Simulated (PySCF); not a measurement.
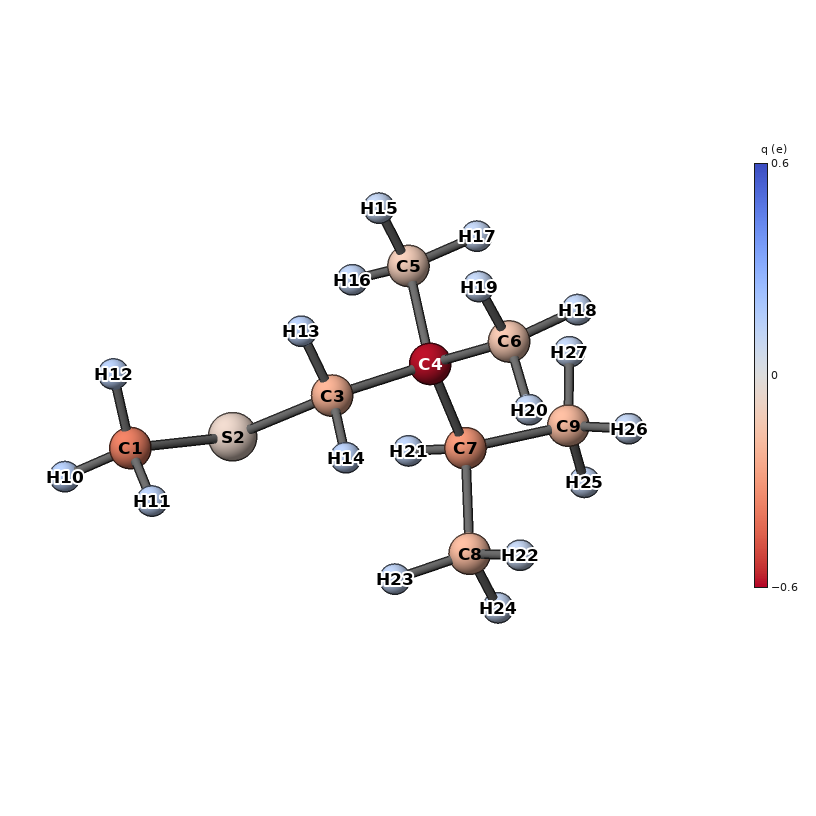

Atoms are coloured by their Mulliken charges. Computed geometry: GFN2-xTB optimisation. No frequency run is at hand to confirm it as a minimum. Properties computed with PBE0/pcSseg-1, gas phase (PySCF 2.14.0).

Which atom carries the highest charge (most positive or least negative)?

H10 (0.15 e).

And the lowest?

C4 (−0.59 e).

Give the Mulliken charges atom by atom.

```csv
atom,value (e)
C1,−0.37
S2,−0.06
C3,−0.22
C4,−0.59
C5,−0.12
C6,−0.14
C7,−0.30
C8,−0.19
C9,−0.19
H10,0.15
H11,0.14
H12,0.14
H13,0.14
H14,0.14
H15,0.10
H16,0.12
H17,0.11
H18,0.12
H19,0.11
H20,0.11
H21,0.13
H22,0.10
H23,0.13
H24,0.11
H25,0.11
H26,0.11
H27,0.11
```

Mulliken values depend strongly on the basis set and can even reverse the polarity of a bond.
